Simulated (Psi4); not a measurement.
# BNH3O2 (SMILES [NH]B(O)O) at UMP3/6-311+G(d,p)

Aim: the energy change on altering one bond length of BNH3O2 at UMP3/6-311+G**, from 2 runs. 

The calculation is run with Psi4 1.11.

2 further runs of the same task are left out: 2 set aside as unsound or not needed.

**1. The molecule**

The species is BNH3O2 (7 atoms), meant as a doublet with charge 0. SMILES: `[NH]B(O)O`. The coordinates come from a GFN2-xTB relaxation. This is one conformer, not always the lowest.

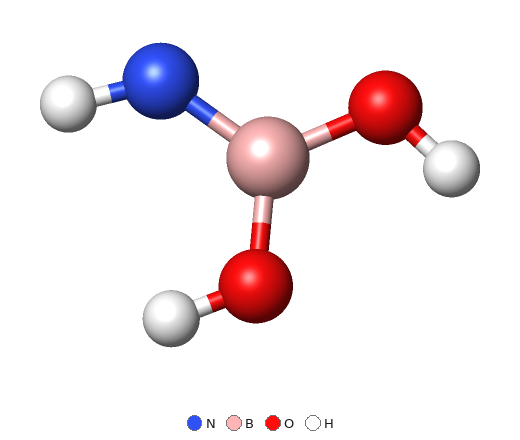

The structure, seen from a chosen angle (nitrogen blue, boron pink, oxygen red, hydrogen white).

**2. The energy at UMP3/6-311+G(d,p)**

Contents of run.py:

```python
import psi4

psi4.set_memory(1600000000)
psi4.set_num_threads(1)
psi4.set_output_file('bh3no2.out', False)

geom = psi4.geometry("""
0 2
N
B 1 1.39993
O 2 1.349912 1 120.06946
O 2 1.380614 3 118.97362 1 -179.99076
H 1 1.002724 2 129.54107 3 179.99303
H 3 0.957033 2 113.03904 4 0.00156
H 4 0.955461 2 116.72094 3 -179.97044
symmetry c1
""")

options = {'reference': 'uhf', 'puream': True, 'e_convergence': 1e-09, 'd_convergence': 1e-08, 'scf_type': 'pk', 'num_frozen_docc': 4, 'maxiter': 200}
psi4.set_options(options)

e_tot, wfn = psi4.energy("mp3/6-311+G**", return_wfn=True)
print('E =', round(e_tot, 9))
```

Launch:

```console
$ python run.py
```

bh3no2.out:

```text
[...]
  Running in c1 symmetry.
[...]
  Nuclear repulsion =  108.746126939085258
[...]
  Multiplicity = 2
[...]
  Nalpha       = 16
  Nbeta        = 15
[...]
    Number of basis functions: 106
[...]
   @UHF iter   1:  -230.57102092781687   -1.16089e+00   6.04605e-03 DIIS/ADIIS
[...]
   @UHF iter  21:  -230.75241196142579    8.01492e-12   5.95413e-09 DIIS
[...]
   @S^2 Observed:                7.599637955E-01
[...]
    Orbital Energies [Eh]
    ---------------------
    Alpha Occupied:
       1A    -20.575063     2A    -20.557375     3A    -15.591754
       4A     -7.659971     5A     -1.391453     6A     -1.349437
       7A     -1.176227     8A     -0.785025     9A     -0.752269
      10A     -0.680887    11A     -0.620443    12A     -0.586635
      13A     -0.560054    14A     -0.529823    15A     -0.505036
      16A     -0.451788
    Alpha Virtual:
      17A      0.045681    18A      0.068750    19A      0.078632
      20A      0.081061    21A      0.165341    22A      0.184336
      23A      0.219212    24A      0.220927    25A      0.248247
[...]
  @UHF Final Energy:  -230.75241196142579
   => Energetics <=
    Nuclear Repulsion Energy =            108.7461269390852578
    One-Electron Energy =                -532.2828849774182345
    Two-Electron Energy =                 192.7843460769072124
    Total Energy =                       -230.7524119614257927
  UHF NO Occupations:
  HONO-2 :   14  A 1.9982473
  HONO-1 :   15  A 1.9976094
[...]
 Multipole Moments:
 ------------------------------------------------------------------------------------
     Multipole            Electronic (a.u.)      Nuclear  (a.u.)        Total (a.u.)
 ------------------------------------------------------------------------------------
 L = 1.  Multiply by 2.5417464519 to convert [e a0] to [Debye]
 Dipole X            :          0.0003777           -0.0003021            0.0000756
 Dipole Y            :         -0.5532125            1.5449836            0.9917710
 Dipole Z            :         -0.0102347           -0.2620817           -0.2723164
 Magnitude           :                                                    1.0284775
[...]
	DF-SCS-MP2 Total Energy (a.u.)     :  -231.36535693280521
	DF-SOS-MP2 Total Energy (a.u.)     :  -231.35622422633548
	DF-SCS(N)-MP2 Total Energy (a.u.)  :  -231.04587332533376
[...]
	DF-MP2 Total Energy (a.u.)         :  -231.38362234574461
[...]
	DF-MP3 Total Energy (a.u.)         :  -231.39573528997244
[...]
```

On the terminal:

```text
Memory set to   1.490 GiB by Python driver.
  Threads set to 1 by Python driver.
E = -231.39573529
```

It took 9 s on 1 thread of Intel Xeon 6975P-C (Granite Rapids), shared host; peak memory 0.43 GiB.

**3. The distorted shape, same level**

Contents of calc.dat:

```
memory 1600 mb

molecule {
  0 2
  N     -0.813652     0.566881     0.856475
  B      0.318198    -0.255319     0.908505
  O      0.815168    -0.647369     2.100805
  O      0.942818    -0.677839    -0.247965
  H     -1.296702     0.938441     0.060195
  H      1.588048    -1.205839     2.019075
  H      0.261890    -0.143590    -1.734110
  symmetry c1
  no_reorient
  no_com
}

set reference uhf
set puream true
set e_convergence 1e-09
set d_convergence 1e-08
set scf_type pk
set num_frozen_docc 4
set maxiter 200

e, wfn = energy("mp3/6-311+G**", return_wfn=True)
```

Launch:

```console
$ psi4 calc.dat calc.out -n 1
```

calc.out:

```text
[...]
  Running in c1 symmetry.
[...]
  Nuclear repulsion =  106.009350813068465
[...]
  Multiplicity = 2
[...]
  Nalpha       = 16
  Nbeta        = 15
[...]
    Number of basis functions: 106
[...]
   @UHF iter   1:  -230.29778972425788   -1.27208e+00   6.53679e-03 DIIS/ADIIS
[...]
   @UHF iter  32:  -230.57295517780071    7.90124e-12   6.67900e-09 DIIS
[...]
   @S^2 Observed:                7.609155162E-01
[...]
    Orbital Energies [Eh]
    ---------------------
    Alpha Occupied:
       1A    -20.607036     2A    -20.559908     3A    -15.584287
       4A     -7.654339     5A     -1.374177     6A     -1.298017
       7A     -1.167473     8A     -0.772292     9A     -0.676110
      10A     -0.653532    11A     -0.595505    12A     -0.581070
      13A     -0.536375    14A     -0.499605    15A     -0.468037
      16A     -0.444974
    Alpha Virtual:
      17A     -0.026514    18A      0.067983    19A      0.069952
      20A      0.083045    21A      0.098260    22A      0.168638
      23A      0.195956    24A      0.222242    25A      0.245670
[...]
  @UHF Final Energy:  -230.57295517780071
   => Energetics <=
    Nuclear Repulsion Energy =            106.0093508130684654
    One-Electron Energy =                -527.0366078629083404
    Two-Electron Energy =                 190.4543018720391672
    Total Energy =                       -230.5729551778007078
  UHF NO Occupations:
  HONO-2 :   14  A 1.9981804
  HONO-1 :   15  A 1.9976215
[...]
 Multipole Moments:
 ------------------------------------------------------------------------------------
     Multipole            Electronic (a.u.)      Nuclear  (a.u.)        Total (a.u.)
 ------------------------------------------------------------------------------------
 L = 1.  Multiply by 2.5417464519 to convert [e a0] to [Debye]
 Dipole X            :        -20.0975458           19.8658404           -0.2317054
 Dipole Y            :         15.9242459          -15.7245623            0.1996836
 Dipole Z            :        -49.7812913           48.5767896           -1.2045017
 Magnitude           :                                                    1.2427330
[...]
	DF-SCS-MP2 Total Energy (a.u.)     :  -231.22169341112976
	DF-SOS-MP2 Total Energy (a.u.)     :  -231.21350588876578
	DF-SCS(N)-MP2 Total Energy (a.u.)  :  -230.87634743079752
[...]
	DF-MP2 Total Energy (a.u.)         :  -231.23806845585770
[...]
	DF-MP3 Total Energy (a.u.)         :  -231.24432679568196
[...]
```

Run time: 9.6 s. Hardware: 1 thread of Intel Xeon 6975P-C (Granite Rapids), shared host; peak memory 0.43 GiB.

**4. What came out**

At UMP3/6-311+G**, 4 core orbitals frozen:

| quantity | value |
| --- | --- |
| first shape: total energy | -231.39574 Eh |
| first shape: HOMO energy (Hartree–Fock orbitals) (highest over α and β) | -10.95 eV |
| first shape: LUMO energy (Hartree–Fock orbitals) (lowest over α and β) | 1.12 eV |
| first shape: correlation energy (4 core orbitals frozen) | -643.3 mEh |
| first shape: ⟨S²⟩ of the reference determinant | 0.760 |
| distorted shape: total energy | -231.24433 Eh |
| distorted shape: HOMO energy (Hartree–Fock orbitals) (highest over α and β) | -10.76 eV |
| distorted shape: LUMO energy (Hartree–Fock orbitals) (lowest over α and β) | -0.72 eV |
| distorted shape: correlation energy (4 core orbitals frozen) | -671.4 mEh |
| distorted shape: ⟨S²⟩ of the reference determinant | 0.761 |
| energy change with the O4–H7 bond stretched from 0.955 to 1.720 Å | 4.120 eV |

**Reading.** With the O4–H7 bond stretched from 0.955 to 1.720 Å the energy rises by 4.12 eV (398 kJ/mol). The first shape isn't relaxed at this level, so the change isn't measured from a minimum.
